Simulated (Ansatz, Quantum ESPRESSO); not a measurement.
# Cu: work function by face, part 2 of 6

Which face of Cu holds its electrons most tightly, and does packing explain the order?

Quantum ESPRESSO 7.5; plane-wave DFT, PBE, GBRV ultrasoft pseudopotentials; geometry and cross-check by Ansatz 0.2.0 with PAW datasets.

So far. Step 2 (Geometry from Ansatz of (111)):  Held were the atoms numbered 3; the forces quoted are those on the free ones.

### 3. Ground state of (111), PBE

Both faces of the slab are alike, so a plain periodic cell serves and symmetry is kept.

Level of this step: plane-wave DFT, PBE, GBRV ultrasoft pseudopotentials (Quantum ESPRESSO 7.5).

111.pbe.in

```
&control
  prefix = '111.pbe'
  outdir = './out'
  pseudo_dir = './pseudo'
  calculation = 'scf'
  tprnfor = .true.
/
&system
  ibrav = 0
  nat = 5
  ntyp = 1
  ecutwfc = 40
  ecutrho = 200
  occupations = 'smearing'
  smearing = 'mv'
  degauss = 0.02
/
&electrons
  conv_thr = 1e-07
  mixing_beta = 0.4
  electron_maxstep = 120
  mixing_mode = 'local-TF'
/
ATOMIC_SPECIES
  Cu  63.5460  cu_pbe_v1.2.uspp.F.UPF
CELL_PARAMETERS angstrom
  2.55265548011376 0.00000000002887 0.00000000000000
  1.27632774003188 2.21066449290251 0.00000000000000
  0.00000000000000 0.00000000000000 24.33693788710000
ATOMIC_POSITIONS crystal
  Cu  0.666666666667 0.666666666667 0.328718429500
  Cu  0.000000000000 0.000000000000 0.414359214700
  Cu  0.333333333333 0.333333333333 0.500000000000
  Cu  0.666666666667 0.666666666667 0.585640785300
  Cu  0.000000000000 0.000000000000 0.671281570500
K_POINTS automatic
  12 12 1 0 0 0
```

Launch:

```sh
OMP_NUM_THREADS=1 mpirun -n 4 pw.x -nk 4 -in 111.pbe.in > 111.pbe.out
```

The log of the run:

```text
Program PWSCF v.7.5 starts
[citation notice left out]

     Parallel version (MPI & OpenMP), running on       4 processor cores
     Number of MPI processes:                 4
     Threads/MPI process:                     1

     MPI processes distributed on     1 nodes
[...]
Current dimensions of program PWSCF are:
     Max number of different atomic species (ntypx) = 10
     Max number of k-points (npk) =  40000
     Max angular momentum in pseudopotentials (lmaxx) =  4
     Message from routine setup:
     using ibrav=0 with symmetry is DISCOURAGED, use correct ibrav instead

     K-points division:     npool     =       4
     Subspace diagonalization in iterative solution of the eigenvalue problem:
     a serial algorithm will be used

     G-vector sticks info
     --------------------
     sticks:   dense  smooth     PW     G-vecs:    dense   smooth      PW
     Sum         313     253     85                44175    31685    6179

     Using Slab Decomposition

     bravais-lattice index     =            0
     lattice parameter (alat)  =       4.8238  a.u.
     unit-cell volume          =     926.7820 (a.u.)^3
     number of atoms/cell      =            5
     number of atomic types    =            1
     number of electrons       =        95.00
     number of Kohn-Sham states=           58
     kinetic-energy cutoff     =      40.0000  Ry
     charge density cutoff     =     200.0000  Ry
     scf convergence threshold =      1.0E-07
     mixing beta               =       0.4000
     number of iterations used =            8  local-TF  mixing
     Exchange-correlation= SLA  PW   PBE  PBE
                           (   1   4   3   4   0   0   0)

     celldm(1)=   4.823820  celldm(2)=   0.000000  celldm(3)=   0.000000
     celldm(4)=   0.000000  celldm(5)=   0.000000  celldm(6)=   0.000000

     crystal axes: (cart. coord. in units of alat)
               a(1) = (   1.000000   0.000000   0.000000 )
               a(2) = (   0.500000   0.866025   0.000000 )
               a(3) = (   0.000000   0.000000   9.533969 )

     reciprocal axes: (cart. coord. in units 2 pi/alat)
               b(1) = (  1.000000 -0.577350  0.000000 )
               b(2) = ( -0.000000  1.154701  0.000000 )
               b(3) = (  0.000000  0.000000  0.104888 )

     PseudoPot. # 1 for Cu read from file:
     ./pseudo/cu_pbe_v1.2.uspp.F.UPF
     Pseudo is Ultrasoft + core correction, Zval = 19.0
     Generated by new atomic code, or converted to UPF format
     Using radial grid of  867 points,  6 beta functions with:
                l(1) =   0
                l(2) =   0
                l(3) =   1
                l(4) =   1
                l(5) =   2
                l(6) =   2
     Q(r) pseudized with  8 coefficients,  rinner =    1.150   1.150   1.150
                                                       1.150   1.150

     atomic species   valence    mass     pseudopotential
     Cu               19.00    63.54600     Cu( 1.00)

     12 Sym. Ops., with inversion, found ( 6 have fractional translation)

   Cartesian axes

     site n.     atom                  positions (alat units)
         1        Cu     tau(   1) = (   1.0000000   0.5773503   3.1339913  )
         2        Cu     tau(   2) = (   0.0000000   0.0000000   3.9504879  )
         3        Cu     tau(   3) = (   0.5000000   0.2886751   4.7669844  )
         4        Cu     tau(   4) = (   1.0000000   0.5773503   5.5834810  )
         5        Cu     tau(   5) = (   0.0000000   0.0000000   6.3999776  )

     number of k points=    19  Marzari-Vanderbilt smearing, width (Ry)=  0.0200
                       cart. coord. in units 2pi/alat
        k(    1) = (   0.0000000   0.0000000   0.0000000), wk =   0.0138889
        k(    2) = (  -0.0000000   0.0962250   0.0000000), wk =   0.0833333
        k(    3) = (  -0.0000000   0.1924501   0.0000000), wk =   0.0833333
        k(    4) = (  -0.0000000   0.2886751   0.0000000), wk =   0.0833333
        k(    5) = (  -0.0000000   0.3849002   0.0000000), wk =   0.0833333
        k(    6) = (  -0.0000000   0.4811252   0.0000000), wk =   0.0833333
        k(    7) = (   0.0000000  -0.5773503   0.0000000), wk =   0.0416667
        k(    8) = (   0.0833333   0.1443376   0.0000000), wk =   0.0833333
        k(    9) = (   0.0833333   0.2405626   0.0000000), wk =   0.1666667
        k(   10) = (   0.0833333   0.3367877   0.0000000), wk =   0.1666667
[...]
k(   19) = (   0.3333333  -0.5773503   0.0000000), wk =   0.0277778

     Dense  grid:    44175 G-vectors     FFT dimensions: (  24,  24, 216)

     Smooth grid:    31685 G-vectors     FFT dimensions: (  24,  24, 192)

     Estimated max dynamical RAM per process >      88.30 MB

     Estimated total dynamical RAM >     320.84 MB

     Initial potential from superposition of free atoms

     starting charge      90.0000, renormalised to      95.0000

     negative rho (up, down):  1.698E-04 0.000E+00
     Starting wfcs are   65 randomized atomic wfcs

     total cpu time spent up to now is        1.3 secs

     per-process dynamical memory:    57.2 Mb

     Self-consistent Calculation

     iteration #  1     ecut=    40.00 Ry     beta= 0.40
     Davidson diagonalization with overlap
     ethr =  1.00E-02,  avg # of iterations =  6.8

     negative rho (up, down):  3.551E-02 0.000E+00

     total cpu time spent up to now is        5.7 secs

     total energy              =   -2012.83053654 Ry
     estimated scf accuracy    <      58.62224833 Ry

     iteration #  2     ecut=    40.00 Ry     beta= 0.40
[...]
negative rho (up, down):  1.302E-02 0.000E+00

[...]
total energy              =   -2018.81752956 Ry
     estimated scf accuracy    <       0.23930043 Ry

     iteration #  3     ecut=    40.00 Ry     beta= 0.40
[...]
negative rho (up, down):  9.956E-04 0.000E+00

[...]
total energy              =   -2018.83803870 Ry
     estimated scf accuracy    <       0.13471935 Ry

     iteration #  4     ecut=    40.00 Ry     beta= 0.40
[...]
negative rho (up, down):  1.091E-04 0.000E+00

[...]
total energy              =   -2018.84616483 Ry
     estimated scf accuracy    <       0.04291679 Ry

     iteration #  5     ecut=    40.00 Ry     beta= 0.40
[...]
negative rho (up, down):  3.416E-04 0.000E+00

[...]
total energy              =   -2018.84378551 Ry
     estimated scf accuracy    <       0.03341467 Ry

[...]
total energy              =   -2018.83700019 Ry
     estimated scf accuracy    <       0.02036281 Ry

     iteration # 11     ecut=    40.00 Ry     beta= 0.40
[...]
negative rho (up, down):  1.850E-03 0.000E+00

[...]
total energy              =   -2018.84026015 Ry
     estimated scf accuracy    <       0.00519923 Ry

     iteration # 12     ecut=    40.00 Ry     beta= 0.40
[...]
negative rho (up, down):  1.375E-03 0.000E+00

[...]
total energy              =   -2018.84081216 Ry
     estimated scf accuracy    <       0.00039906 Ry

     iteration # 13     ecut=    40.00 Ry     beta= 0.40
[...]
negative rho (up, down):  2.322E-04 0.000E+00

[...]
total energy              =   -2018.84083529 Ry
     estimated scf accuracy    <       0.00023599 Ry

     iteration # 14     ecut=    40.00 Ry     beta= 0.40
[...]
negative rho (up, down):  2.222E-04 0.000E+00

[...]
total energy              =   -2018.84083696 Ry
     estimated scf accuracy    <       0.00012388 Ry

     iteration # 15     ecut=    40.00 Ry     beta= 0.40
[...]
negative rho (up, down):  8.784E-05 0.000E+00

[...]
total energy              =   -2018.84084953 Ry
     estimated scf accuracy    <       0.00000468 Ry

     iteration # 16     ecut=    40.00 Ry     beta= 0.40
[...]
negative rho (up, down):  1.013E-04 0.000E+00

[...]
total energy              =   -2018.84085155 Ry
     estimated scf accuracy    <       0.00000148 Ry

     iteration # 17     ecut=    40.00 Ry     beta= 0.40
[...]
negative rho (up, down):  9.680E-05 0.000E+00

[...]
total energy              =   -2018.84085223 Ry
     estimated scf accuracy    <       0.00000047 Ry

     iteration # 18     ecut=    40.00 Ry     beta= 0.40
[...]
negative rho (up, down):  8.608E-05 0.000E+00

[...]
total energy              =   -2018.84085229 Ry
     estimated scf accuracy    <       0.00000128 Ry

     iteration # 19     ecut=    40.00 Ry     beta= 0.40
[...]
negative rho (up, down):  8.360E-05 0.000E+00

[...]
total energy              =   -2018.84085232 Ry
     estimated scf accuracy    <       0.00000018 Ry

     iteration # 20     ecut=    40.00 Ry     beta= 0.40
[...]
negative rho (up, down):  8.157E-05 0.000E+00

[...]
End of self-consistent calculation

          k = 0.0000 0.0000 0.0000 (  3921 PWs)   bands (ev):

  -108.3144-108.3137-108.2734-108.0305-108.0305 -65.7347 -65.7015 -65.6639
   -65.6639 -65.6634 -65.6634 -65.6564 -65.6038 -65.6038 -65.3989 -65.3989
   -65.3989 -65.3989 -65.3831 -65.3830  -4.8904  -4.0189  -2.6742  -1.4141
    -0.9017   1.1195   1.1391   1.2427   1.2427   1.3079   1.3320   1.3320
     1.3355   1.3355   1.5765   1.5765   1.5998   1.5998   1.6677   2.0874
     2.0874   2.1411   2.1411   2.3558   2.3558   2.5844   2.5844   2.6747
     2.6747   3.2268   3.9034   8.3546   8.7745   9.1806  10.5097  10.7416
    12.9294  13.2203

          k =-0.0000 0.0962 0.0000 (  3935 PWs)   bands (ev):

  -108.3137-108.3131-108.2728-108.0299-108.0299 -65.7330 -65.7011 -65.6703
   -65.6695 -65.6654 -65.6648 -65.6554 -65.6091 -65.6052 -65.4044 -65.4044
   -65.4003 -65.4003 -65.3825 -65.3825  -4.6668  -3.8019  -2.4697  -1.2292
    -0.7506   1.0163   1.0558   1.1834   1.2683   1.2981   1.3159   1.3266
     1.3910   1.4101   1.5019   1.5592   1.5896   1.6358   1.6740   2.0195
     2.0330   2.1600   2.1711   2.2955   2.3558   2.3646   2.5836   2.6594
     2.6781   3.6850   4.4812   8.5350   8.9853   9.3606  10.7009  10.9413
    13.1396  13.4071

          k =-0.0000 0.1925 0.0000 (  3921 PWs)   bands (ev):

  -108.3119-108.3114-108.2712-108.0282-108.0282 -65.7284 -65.7002 -65.6862
   -65.6847 -65.6694 -65.6687 -65.6558 -65.6233 -65.6089 -65.4196 -65.4196
   -65.4041 -65.4041 -65.3809 -65.3809  -4.0129  -3.1741  -1.8958  -0.7346
    -0.3544   0.7547   0.8903   0.9927   1.0357   1.2165   1.3147   1.4122
     1.4673   1.4700   1.5591   1.5883   1.6254   1.7417   1.8415   1.8771
     1.9708   2.0307   2.1039   2.1811   2.3532   2.4132   2.5800   2.6870
     3.1113   4.4921   5.6376   9.0664   9.6179   9.9196  11.2898  11.5415
    13.7677  13.9698

          k =-0.0000 0.2887 0.0000 (  3952 PWs)   bands (ev):

  -108.3093-108.3090-108.2690-108.0258-108.0258 -65.7245 -65.7063 -65.7041
   -65.6990 -65.6749 -65.6740 -65.6580 -65.6415 -65.6140 -65.4403 -65.4403
   -65.4094 -65.4094 -65.3788 -65.3788  -2.9949  -2.2318  -1.1306  -0.2152
     0.0660   0.4423   0.7131   0.8303   0.8953   1.1166   1.3168   1.3614
     1.4942   1.5006   1.6199   1.6519   1.7411   1.8408   1.9403   1.9680
     2.1429   2.1591   2.2387   2.3105   2.3745   2.5757   2.6461   2.6990
     3.7064   5.4716   7.0796   9.9335  10.6679  10.8971  12.2872  12.5304
    14.6048  14.8325

          k =-0.0000 0.3849 0.0000 (  3958 PWs)   bands (ev):

  -108.3068-108.3066-108.2668-108.0235-108.0235 -65.7345 -65.7267 -65.7087
   -65.6989 -65.6804 -65.6793 -65.6634 -65.6558 -65.6190 -65.4608 -65.4608
   -65.4147 -65.4147 -65.3768 -65.3768  -1.8025  -1.2535  -0.6036  -0.0894
     0.1253   0.2341   0.5036   0.7617   1.0560   1.1018   1.3147   1.4020
     1.4250   1.6924   1.7057   1.9249   2.0136   2.0529   2.2568   2.3296
     2.3680   2.4211   2.4503   2.5318   2.5725   2.6313   2.7249   3.0373
     4.5595   6.6320   8.7194  10.8583  11.4722  12.1111  12.2603  12.6727
    13.6255  13.8823

          k =-0.0000 0.4811 0.0000 (  3962 PWs)   bands (ev):

  -108.3050-108.3049-108.2651-108.0217-108.0217 -65.7484 -65.7419 -65.7104
   -65.6944 -65.6845 -65.6832 -65.6722 -65.6609 -65.6227 -65.4758 -65.4758
   -65.4185 -65.4185 -65.3753 -65.3753  -0.9174  -0.6646  -0.4659  -0.1147
    -0.0186   0.1211   0.3119   0.6853   1.0722   1.2218   1.3527   1.4473
     1.4816   1.6623   2.0390   2.0978   2.3137   2.4379   2.5614   2.5750
     2.6059   2.6344   2.7259   2.8473   2.8567   2.9275   3.4438   4.1070
     5.6337   7.2425   8.9132   9.5912  10.3135  11.1735  12.4705  13.1584
    14.0382  14.1057

[...]
the Fermi energy is     4.2222 ev

!    total energy              =   -2018.84085233 Ry
     estimated scf accuracy    <          7.0E-09 Ry
     smearing contrib. (-TS)   =      -0.00011465 Ry
     internal energy E=F+TS    =   -2018.84073768 Ry

     The total energy is F=E-TS. E is the sum of the following terms:
     one-electron contribution =  -15785.27110127 Ry
     hartree contribution      =    7909.10778206 Ry
     xc contribution           =    -193.97356114 Ry
     ewald contribution        =    6051.29614267 Ry

     convergence has been achieved in  20 iterations

     negative rho (up, down):  8.157E-05 0.000E+00

     Forces acting on atoms (cartesian axes, Ry/au):

     atom    1 type  1   force =     0.00000000   -0.00000000   -0.00027626
     atom    2 type  1   force =     0.00000000   -0.00000000   -0.00036355
     atom    3 type  1   force =     0.00000000    0.00000000    0.00000000
     atom    4 type  1   force =    -0.00000000    0.00000000    0.00036355
     atom    5 type  1   force =    -0.00000000    0.00000000    0.00027626

     Total force =     0.000646     Total SCF correction =     0.000286
     SCF correction compared to forces is large: reduce conv_thr to get better values

[...]
=------------------------------------------------------------------------------=
   JOB DONE.
=------------------------------------------------------------------------------=
```

Elapsed: 59 s, on 4 MPI ranks of Arm Neoverse V1, shared host; peak memory 0.47 GiB; 3.9 min of CPU time.

This step gave:

| Item | Value |
| --- | --- |
| free energy | -27467.7291 eV |
| Fermi energy | 4.222 eV |

### 4. Potential by pp.x of (111)

plot_num = 11 writes the bare and Hartree potential. It leaves out exchange and correlation, which fade slowly, so it flattens close to the surface.

111.pbe.pot.in

```
&inputpp
  prefix = '111.pbe'
  outdir = './out'
  filplot = '111.pbe.pot.dat'
  plot_num = 11
/
```

Launch:

```sh
OMP_NUM_THREADS=1 mpirun -n 4 pp.x -in 111.pbe.pot.in > 111.pbe.pot.out
```

The log of the run:

```text
[banner, memory and clock lines left out]
Program POST-PROC v.7.5 starts

          URL

     ./out/111.pbe.save/

     IMPORTANT: XC functional enforced from input :
     Exchange-correlation= PBE
                           (   1   4   3   4   0   0   0)
     Any further DFT definition will be discarded
     Please, verify this is what you really want

     negative rho (up, down):  8.157E-05 0.000E+00

     Calling punch_plot, plot_num =  11
     Writing data to file  111.pbe.pot.dat
     Message from routine chdens:
     namelist plot not found or invalid, exiting
```

Run time: 0.8 s. Hardware: 4 MPI ranks; peak memory 0.09 GiB.

Numbers from this step:

| Item | Value |
| --- | --- |
| work function of the upper face | 4.775 eV |
| slope of the potential above | 2.20e-4 eV/Å |
| upper vacuum line continued to the top atoms, over the Fermi level | 4.774 eV |
| work function of the lower face | 4.775 eV |
| slope of the potential below | -1.54e-4 eV/Å |
| lower vacuum line continued to the bottom atoms, over the Fermi level | 4.775 eV |

The potential energy, planar mean oscillates, so the rows of the table below give means over windows of 2.14 Å about each position, cut where the curve ends. Its maxima inside the range that stand out by 2 % of the span (Å: eV): 9.0: -0.0166, 11.2: 0.00282, 13.2: 0.00282, 15.3: -0.0166. Its minima: 8.0: -24.2, 10.0: -24.1, 12.2: -24.2, 14.3: -24.1, 16.3: -24.2.

Electrostatic potential energy of an electron; zero at the Fermi level. Table of potential energy, planar mean by z; means over each step:

| z (Å) | potential energy, planar mean (eV) |
| --- | --- |
| 1.07 | 4.78 |
| 3.21 | 4.78 |
| 5.35 | 4.65 |
| 7.49 | -8.26 |
| 9.63 | -9.98 |
| 11.77 | -9.86 |
| 13.91 | -9.91 |
| 16.05 | -9.71 |
| 18.19 | 3.75 |
| 20.33 | 4.77 |
| 22.47 | 4.78 |

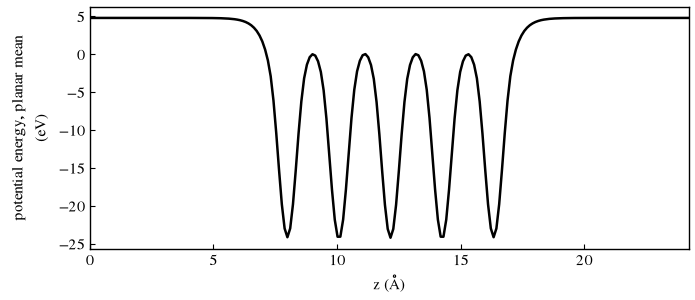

Potential energy, planar mean against z.

### 5. SCF with pw.x of (111), LDA

The same atoms under a second functional.

Level of this step: plane-wave DFT, LDA, GBRV ultrasoft pseudopotentials (Quantum ESPRESSO 7.5).

111.lda.in, as its differences from the input of step 3:

```diff
@@ -1,3 +1,3 @@
 &control
-  prefix = '111.pbe'
+  prefix = '111.lda'
   outdir = './out'
@@ -24,3 +24,3 @@
 ATOMIC_SPECIES
-  Cu  63.5460  cu_pbe_v1.2.uspp.F.UPF
+  Cu  63.5460  cu_lda_v1.2.uspp.F.UPF
 CELL_PARAMETERS angstrom
```

Launch:

```sh
OMP_NUM_THREADS=1 mpirun -n 4 pw.x -nk 4 -in 111.lda.in > 111.lda.out
```

The log of the run:

```text
[banner, memory and clock lines left out]
Program PWSCF v.7.5 starts
[...]
Message from routine setup:
[...]
number of electrons       =        95.00
     number of Kohn-Sham states=           58
     kinetic-energy cutoff     =      40.0000  Ry
     charge density cutoff     =     200.0000  Ry
[...]
number of k points=    19  Marzari-Vanderbilt smearing, width (Ry)=  0.0200
[...]
Dense  grid:    44175 G-vectors     FFT dimensions: (  24,  24, 216)
[...]
negative rho (up, down):  1.711E-04 0.000E+00
     Starting wfcs are   65 randomized atomic wfcs
[...]
negative rho (up, down):  2.926E-02 0.000E+00
[...]
estimated scf accuracy    <      52.84293657 Ry
[...]
negative rho (up, down):  1.045E-02 0.000E+00
[...]
estimated scf accuracy    <       0.20824010 Ry
[...]
negative rho (up, down):  5.025E-04 0.000E+00
[...]
estimated scf accuracy    <       0.11646733 Ry
[...]
estimated scf accuracy    <       0.03139829 Ry
[...]
negative rho (up, down):  1.396E-04 0.000E+00
[...]
estimated scf accuracy    <       0.02330344 Ry
[...]
estimated scf accuracy    <       0.02921630 Ry
[...]
estimated scf accuracy    <       0.02058726 Ry
[...]
estimated scf accuracy    <       0.02318001 Ry
[...]
estimated scf accuracy    <       0.01922537 Ry
[...]
negative rho (up, down):  3.098E-03 0.000E+00
[...]
estimated scf accuracy    <       0.01598514 Ry
[...]
negative rho (up, down):  2.976E-03 0.000E+00
[...]
estimated scf accuracy    <       0.02741538 Ry
[...]
negative rho (up, down):  2.980E-03 0.000E+00
[...]
estimated scf accuracy    <       0.02579232 Ry
[...]
negative rho (up, down):  2.343E-03 0.000E+00
[...]
estimated scf accuracy    <       0.02901006 Ry
[...]
negative rho (up, down):  1.982E-03 0.000E+00
[...]
estimated scf accuracy    <       0.02025551 Ry
[...]
negative rho (up, down):  1.845E-03 0.000E+00
[...]
estimated scf accuracy    <       0.00604313 Ry
[...]
negative rho (up, down):  4.298E-04 0.000E+00
[...]
estimated scf accuracy    <       0.00052441 Ry
[...]
negative rho (up, down):  4.047E-04 0.000E+00
[...]
estimated scf accuracy    <       0.00013988 Ry
[...]
negative rho (up, down):  2.904E-04 0.000E+00
[...]
estimated scf accuracy    <       0.00010920 Ry
[...]
negative rho (up, down):  1.677E-04 0.000E+00
[...]
estimated scf accuracy    <       0.00003718 Ry
[...]
negative rho (up, down):  2.745E-05 0.000E+00
[...]
estimated scf accuracy    <       0.00000829 Ry
[...]
negative rho (up, down):  7.488E-05 0.000E+00
[...]
estimated scf accuracy    <       0.00000197 Ry
[...]
negative rho (up, down):  1.079E-04 0.000E+00
[...]
estimated scf accuracy    <       0.00000121 Ry
[...]
negative rho (up, down):  5.445E-05 0.000E+00
[...]
estimated scf accuracy    <       0.00000031 Ry
[...]
negative rho (up, down):  4.459E-05 0.000E+00
[...]
estimated scf accuracy    <       0.00000053 Ry
[...]
negative rho (up, down):  8.403E-05 0.000E+00
[...]
the Fermi energy is     3.8180 ev
!    total energy              =   -2017.63203413 Ry
     estimated scf accuracy    <       0.00000009 Ry
     smearing contrib. (-TS)   =      -0.00013255 Ry
     internal energy E=F+TS    =   -2017.63190158 Ry
[...]
one-electron contribution =  -15785.44240334 Ry
     hartree contribution      =    7907.54586292 Ry
     xc contribution           =    -191.03150384 Ry
     ewald contribution        =    6051.29614267 Ry
     convergence has been achieved in  25 iterations
     negative rho (up, down):  8.403E-05 0.000E+00
[...]
Total force =     0.026897     Total SCF correction =     0.002502
[...]
```

It took 70 s on 4 MPI ranks; peak memory 0.47 GiB.

Read from the output:

- free energy: -27451.2823 eV
- Fermi energy: 3.818 eV

(Continued in part 3 of 6.)

[Logs are printed without paths, hosts, clocks, repeated set-up lines and the standing remarks that a program may print on its own settings, such as how far it seeks lower states.]

[Hosts, paths, dates, database ids (printed as entryN), source tags and the programs' standing remarks are cut or masked in the printed files.]

[Maps of the electrostatic potential energy from Ansatz leave out the sawtooth potential of an applied field or a dipole correction, so their vacuum need not be flat; planar profiles and work functions include it.]
